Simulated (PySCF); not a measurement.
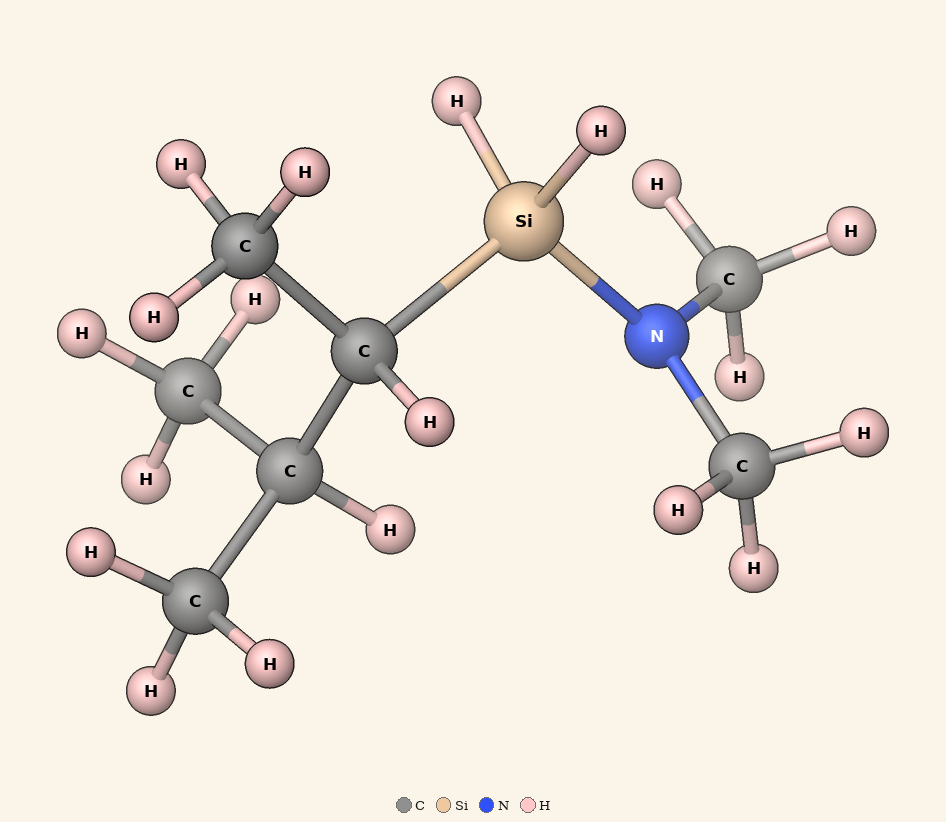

Orthographic view. Distant atoms are faded towards the background colour. The computed structure is the end point of a PBE0-D3(BJ)/def2-SVP optimisation. No frequency run is at hand to confirm it as a minimum.

### Write the InChI string.

InChI=1S/C7H19NSi/c1-6(2)7(3)9-8(4)5/h6-7H,9H2,1-5H3/t7-/m0/s1
